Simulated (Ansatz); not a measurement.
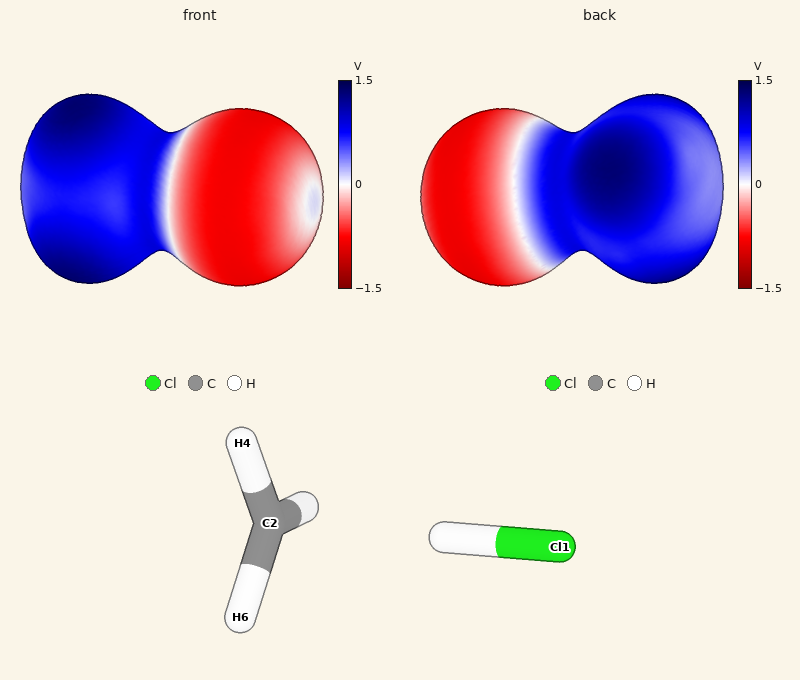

HCl···CH3 (doublet). The molecular electrostatic potential painted on the density surface at 0.002 e/bohr³, seen from the front and from behind; the colour scale runs from red (negative) to blue (positive). The bare structure is drawn below in the same view.

Theory: UKS B3LYP/def2-mTZVP in Ansatz 0.2.0.

```yaml
atoms:
  - { symbol: Cl, position_ang: [-1.7758, -1.6875, -0.4651] }
  - { symbol: C, position_ang: [0.6006, 0.5707, 0.1573] }
  - { symbol: H, position_ang: [-0.8310, -0.7897, -0.2177] }
  - { symbol: H, position_ang: [0.4602, 0.5646, 1.2283] }
  - { symbol: H, position_ang: [1.4018, -0.0123, -0.2729] }
  - { symbol: H, position_ang: [0.1444, 1.3542, -0.4300] }
```

> Which sites attract a positive test charge, and which a negative one?

A positive charge is drawn to the negative regions and a negative charge to the positive ones. The most negative region (about −0.8 V, or −18 kcal/mol for a unit charge) lies over Cl1, the most positive (about +1.3 V, or +30 kcal/mol for a unit charge) over H4, H5 and H6.
